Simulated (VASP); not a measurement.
Band structure of Ca (fcc). Method: r2SCAN meta-GGA, VASP's PBE PAW potentials (set 64) (plane waves; VASP 6.6.1).

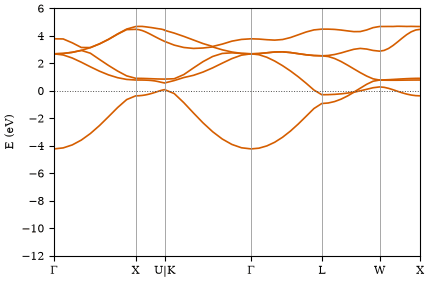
*Bands along high-symmetry lines, zero at the valence-band maximum or, without a gap, the Fermi level*

### Question
Read the plot: is there a gap, and where are the band edges?

### Answer
It has no gap at this level: it comes out as a metal or semimetal.

The compound is Ca in the fcc structure. It was relaxed first.
